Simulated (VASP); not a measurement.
Consider the following.

```yaml
crystal:
  lattice:
    - [0.00000, 3.17076, 3.17076]
    - [3.17076, 0.00000, 3.17076]
    - [3.17076, 3.17076, 0.00000]
  atoms:
    - { symbol: K, position: [0.00000, 0.00000, 0.00000] }
    - { symbol: Cl, position: [0.50000, 0.50000, 0.50000] }
```

The numbers are results of vdW-DF2, VASP's PBE PAW potentials (set 64) (plane waves; VASP 6.6.1), not measurements. Run with 520 eV cut-off, 8×8×8 Γ-centred mesh, tetrahedra with Blöchl corrections, potentials K_sv Cl.

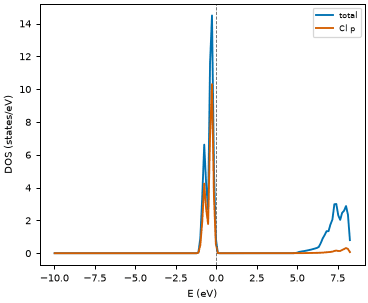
*Total and projected density of states, zero at the valence-band maximum*

Within 2 eV below the valence-band maximum the largest weight inside VASP's projection spheres is Cl p.

The gap is direct, 4.79 eV, from the valence maximum at Γ to the conduction minimum at Γ.

The compound is KCl in the rock salt structure. It was relaxed first.
